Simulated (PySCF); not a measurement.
Vertical excitations of a molecule C6H8 from TDA-CAM-B3LYP/def2-SVPD run with PySCF, as energy in eV (oscillator strength): 5.47 (0.000), 6.35 (0.000), 6.80 (0.010), 7.22 (0.541), 7.23 (0.004), 7.36 (0.166), 7.39 (0.013), 7.77 (0.257), 7.98 (0.630), 8.29 (0.013). Lowest triplet (TDA): 4.39 eV. Geometry optimised at PBE0-D3(BJ)/def2-SVP. One conformer was computed; it need not be the lowest.

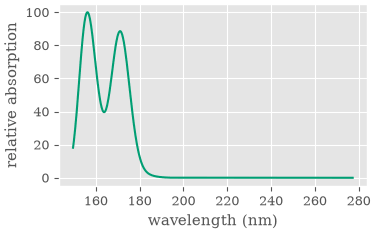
Figure: The lines broadened by 0.4 eV.

Which structure fits?
A) C=C1CC=CC1
B) CC1=CCC=C1
C) C=C=CC1CC1
D) C#CCCC=C

C, C=C=CC1CC1
